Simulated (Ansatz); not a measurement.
**CH5Si (SMILES C[SiH2]) at UHSE06/STO-3G**

What is the vertical doublet–quartet gap of CH5Si at UHSE06/STO-3G? 

Program for the calculation: Ansatz 0.2.0.

52 further runs of the same task are left out: 52 set aside as unsound or not needed.

### Step 1. The structure to begin with

CH5Si has 7 atoms, charge 0, and is taken as a doublet. SMILES: `C[SiH2]`. Geometry: relaxed at PBE0-D4/def2-TZVP.

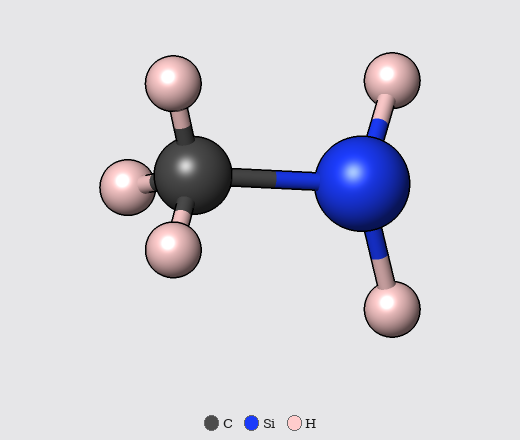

Viewed from a chosen angle; carbon dark grey, silicon blue, hydrogen pink.

### Step 2. The energy at UHSE06/STO-3G

job.yaml

```yaml
crystal:
  periodic: [false, false, false]
  atoms:
    - {symbol: C, position_ang: [-0.122600, -0.803200, 0.095200]}
    - {symbol: Si, position_ang: [0.176200, 1.034800, 0.314000]}
    - {symbol: H, position_ang: [-0.204800, -1.054900, -0.966600]}
    - {symbol: H, position_ang: [0.699200, -1.383300, 0.519500]}
    - {symbol: H, position_ang: [-1.047100, -1.107700, 0.589500]}
    - {symbol: H, position_ang: [-0.951500, 1.846400, -0.225700]}
    - {symbol: H, position_ang: [1.450600, 1.468000, -0.326000]}
basis:
  gaussian:
    orbitals: STO-3G
magnetization:
  spin_polarized: true
  initial_magnetization: 1
hamiltonian:
  xc: {name: HSE06}
accuracy: high
```

Command:

```
$ ansatz run job.yaml --threads 1 --pin off --max-ram 2610MiB --events-out events.jsonl --progress --plain --runs-dir runs
```

What it wrote:

```text
Warning: RAYON_NUM_THREADS=1 ignored (pool sized by the plan → 1); use --threads N
Functional definition: HSE06
  name "HSE06"
  parameter a = 0.25
  parameter omega = 0.11/bohr
  exchange = pbe_x - a*pbe_x_sr(omega) + a*exact_x_sr(omega)
  correlation = pbe_c
334 factors; integrals over basis functions are off by at most 7.8e-9 eV
65 factors; integrals over basis functions are off by at most 3.8e-10 eV
mean field evaluation 1: about -8885.0396 eV, gradient 7.2e0 eV
mean field evaluation 2: about -8885.2811 eV, gradient 4.9e0 eV
mean field evaluation 4: about -8885.4441 eV, gradient 2.4e-1 eV
mean field evaluation 8: about -8885.4004 eV, gradient 1.5e-3 eV
mean field evaluation 16: about -8885.4004 eV, gradient 1.5e-7 eV
mean field -8885.40041836 eV, -326.5324426340 hartree, gradient 4.0e-8 eV, S^2 0.750818; 0 other end points of the search recorded, 0 dependent functions left out
reference -8885.40042043 eV, -326.5324427100 hartree; 13, 12 occupied and 6, 7 virtual orbitals, 334 factors
Total energy: -8885.40042043 eV, -326.5324427100 hartree
```

Wall time 2.8 s (1 thread of Arm Neoverse V1, shared host); peak memory 0.14 GiB.

### Step 3. The quartet

run.yaml

```yaml
crystal:
  periodic: [false, false, false]
  atoms:
    - {symbol: C, position_ang: [-0.122600, -0.803200, 0.095200]}
    - {symbol: Si, position_ang: [0.176200, 1.034800, 0.314000]}
    - {symbol: H, position_ang: [-0.204800, -1.054900, -0.966600]}
    - {symbol: H, position_ang: [0.699200, -1.383300, 0.519500]}
    - {symbol: H, position_ang: [-1.047100, -1.107700, 0.589500]}
    - {symbol: H, position_ang: [-0.951500, 1.846400, -0.225700]}
    - {symbol: H, position_ang: [1.450600, 1.468000, -0.326000]}
basis:
  gaussian: {orbitals: STO-3G}
magnetization: {spin_polarized: true, initial_magnetization: 3}
hamiltonian: {xc: {name: HSE06}}
accuracy: high
```

Command:

```
$ ansatz run run.yaml --threads 1 --pin off --max-ram 2610MiB --events-out events.jsonl --progress --plain --runs-dir runs
```

What it wrote (excerpt; [...] marks lines left out):

```text
Warning: RAYON_NUM_THREADS=1 ignored (pool sized by the plan → 1); use --threads N
[... 6 set-up lines as earlier in the session ...]
334 factors; integrals over basis functions are off by at most 7.8e-9 eV
65 factors; integrals over basis functions are off by at most 3.8e-10 eV
mean field evaluation 1: about -8871.9563 eV, gradient 7.1e0 eV
mean field evaluation 2: about -8868.7336 eV, gradient 1.7e1 eV
mean field evaluation 4: about -8872.8357 eV, gradient 1.0e0 eV
mean field evaluation 8: about -8872.9081 eV, gradient 7.2e-2 eV
mean field evaluation 16: about -8872.9082 eV, gradient 5.3e-5 eV
mean field -8872.90816605 eV, -326.0733608292 hartree, gradient 3.0e-8 eV, S^2 3.752383; 2 other end points of the search recorded, 0 dependent functions left out
reference -8872.90816814 eV, -326.0733609061 hartree; 14, 11 occupied and 5, 8 virtual orbitals, 334 factors
Total energy: -8872.90816814 eV, -326.0733609061 hartree
```

Run time: 3.6 s. Hardware: 1 thread of Arm Neoverse V1, shared host; peak memory 0.14 GiB.

### Step 4. Summary of results

Level: UHSE06/STO-3G.

| quantity | value |
| --- | --- |
| doublet: total energy | -326.53244 Eh |
| doublet: ⟨S²⟩ | 0.751 |
| quartet: total energy | -326.07336 Eh |
| quartet: ⟨S²⟩ | 3.752 |
| vertical energy of the quartet above the doublet | 12.492 eV |

**Reading.** At this shape the quartet lies 12.49 eV (1205 kJ/mol) above the doublet. In a minimal basis such a difference can be off by several eV, whatever the method.
